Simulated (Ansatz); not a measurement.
# AlH₃SSi: a ladder of functionals and wavefunction methods

Aim: compute AlH₃SSi with functionals from several rungs and with coupled cluster. The yardstick is the atomisation energy at the CCSD(T) limit.

Method: functionals in def2-TZVPP, the program's frozen cores in correlated methods; program: Ansatz 0.2.0, Gaussian basis.

Plan: LDA (SPW92), PBE-D4, revPBE-D4, BLYP-D4, r2SCAN-D4, B97M-V, PBE0-D4, B3LYP-D4, r2SCANh-D4, r2SCAN0-D4, HSE06-D4, BHLYP-D4, CAM-B3LYP-D4, LC-ωPBE, ωB97X-V, ωB97M-V, B2PLYP, PBE-QIDH; CCSD(T)/def2-SVP; CCSD(T)/def2-TZVPP; MP2/def2-QZVPP; extrapolation to the limit; RPA on PBE.

## (1) Structure used throughout

The geometry comes from an earlier relaxation with PBE0-D4 in a triple-zeta def2 set; it is a stationary point.

SMILES `[AlH]1[SiH2][S]1`, 6 atoms, charge 0, spin multiplicity 1.

Atoms are counted from 1 here; the program's logs count them from 0.

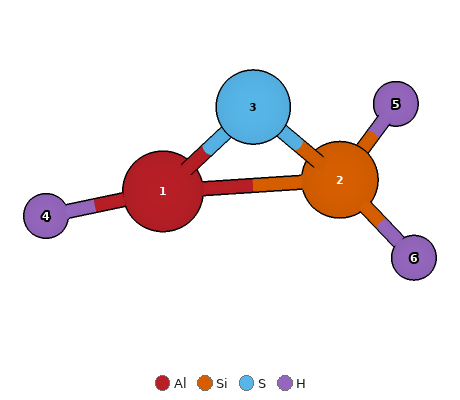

The geometry (aluminium red, silicon orange, sulfur blue, hydrogen purple); atoms are numbered from 1 in the order of the file.

## (2) LDA

This LDA is Slater exchange with PW92 correlation.

in.yaml reads:

```yaml
crystal:
  periodic: [false, false, false]
  atoms:
    - {symbol: Al, position_ang: [-1.021736, -0.745368, -0.595012]}
    - {symbol: Si, position_ang: [0.854449, 0.186327, 0.397591]}
    - {symbol: S, position_ang: [-0.918079, 1.374855, -0.142191]}
    - {symbol: H, position_ang: [-2.078317, -1.714965, -1.239595]}
    - {symbol: H, position_ang: [2.076217, 0.627536, -0.325152]}
    - {symbol: H, position_ang: [1.129667, 0.207515, 1.858259]}
basis:
  gaussian: {orbitals: def2-TZVPP}
hamiltonian: {xc: lda}
output: {orbitals: {seedname: orbitals}}
```

Started as:

```console
ansatz run in.yaml --threads 2 --pin off --events-out ev --progress --plain --max-ram 4352MiB
```

Further steps of the session: PBE-D4 (GGA); revPBE-D4 (GGA); BLYP-D4 (GGA); r2SCAN-D4 (meta-GGA); B97M-V (meta-GGA); PBE0-D4 (hybrid); B3LYP-D4 (hybrid); r2SCANh-D4 (hybrid); r2SCAN0-D4 (hybrid); HSE06-D4 (hybrid); BHLYP-D4 (hybrid); CAM-B3LYP-D4 (range-separated); LC-ωPBE (range-separated); ωB97X-V (range-separated); ωB97M-V (range-separated); B2PLYP (double hybrid); PBE-QIDH (double hybrid); CCSD(T) in def2-SVP; CCSD(T) in def2-TZVPP; MP2 in def2-QZVPP; RPA on PBE orbitals.

**Question.** What will the summary of the whole plan be? Wanted: atomisation energy, CCSD(T)/CBS; farthest beyond LDA; mean size of error, GGA; mean size of error, meta-GGA; mean size of error, hybrid; mean size of error, range-separated; mean size of error, double hybrid; gap, smallest and largest; T1 diagnostic.

As calculated:

| quantity | value |
| --- | --- |
| atomisation energy, CCSD(T)/CBS | 1662.6 kJ/mol |
| functionals within 8.3 kJ/mol (0.5 %) | PBE-D4, r2SCANh-D4, r2SCAN0-D4, ωB97M-V |
| farthest beyond LDA | BHLYP-D4 (-49.3 kJ/mol) |
| mean size of error, GGA | 28.4 kJ/mol |
| mean size of error, meta-GGA | 30.8 kJ/mol |
| mean size of error, hybrid | 20.0 kJ/mol |
| mean size of error, range-separated | 19.1 kJ/mol |
| mean size of error, double hybrid | 31.2 kJ/mol |
| gap, smallest and largest | 3.05 eV (LDA (SPW92)), 9.27 eV (LC-ωPBE) |
| T1 diagnostic | 0.0147 |
| triples share of the correlation energy | 4.6 % |

What this shows: LDA overbinds by 195.7 kJ/mol (12 %). PBE-D4 is off by -5.7 kJ/mol. Double hybrids carry the basis error of their MP2 part in triple zeta, and no dispersion term here, so their miss is partly the set-up's. By mean error the best rung here is range-separated (19.1 kJ/mol) and the worst beyond LDA is double hybrid (31.2 kJ/mol). The gap between the best rungs is small, so their order is not settled. The reference freezes the cores and leaves out relativity and excitations past (T), so misses under about 8.3 kJ/mol can't be ranked. Hartree-Fock recovers 72 % of the binding; the rest is correlation. CCSD(T) in def2-SVP is off by -149.0 kJ/mol, more than most functionals: a good method in a small basis is no reference. The gap grows from 3.1 to 9.3 eV across the functionals, mostly with the share of exact exchange.
